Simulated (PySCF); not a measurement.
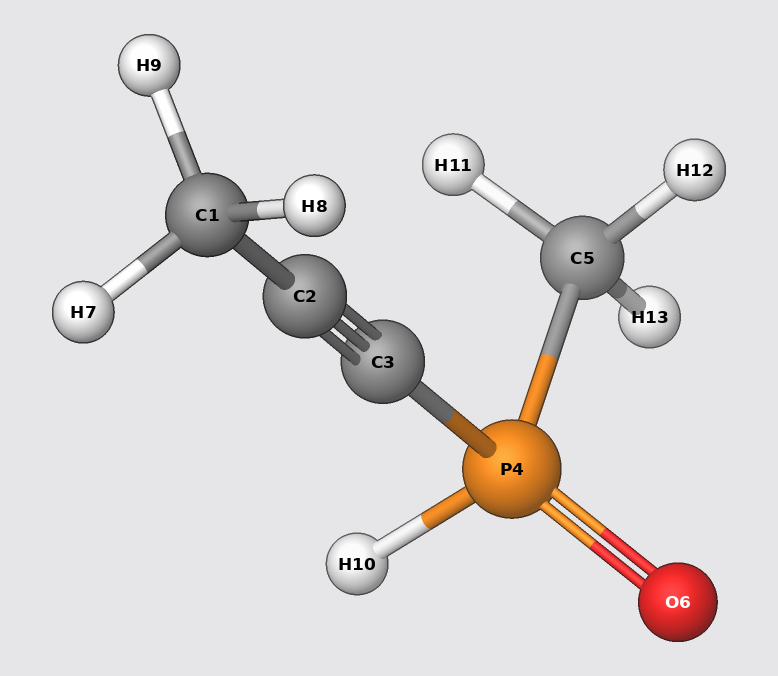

Computed geometry: GFN2-xTB optimisation. No frequency run is at hand to confirm it as a minimum. Method: delta-SCF UKS SCAN, pcX-2 on the ionised atom, pcseg-1 elsewhere, spin-free X2C (PySCF 2.14.0).

Give the core-electron binding energies (to vacuum; p and d levels without spin–orbit splitting) of C1 1s, C2 1s, C3 1s, P4 1s, P4 2p, C5 1s, O6 1s.

```
atom  level  binding energy (eV)
  C1     1s                292.0
  C2     1s                290.9
  C3     1s                290.1
  P4     1s               2152.2
  P4     2p                138.5
  C5     1s                290.9
  O6     1s                536.0
```

The geometry is semi-empirical. Around P such bond lengths and angles can be off by a tenth of an ångström or more and by several degrees, and values that hang on the shape move with them.
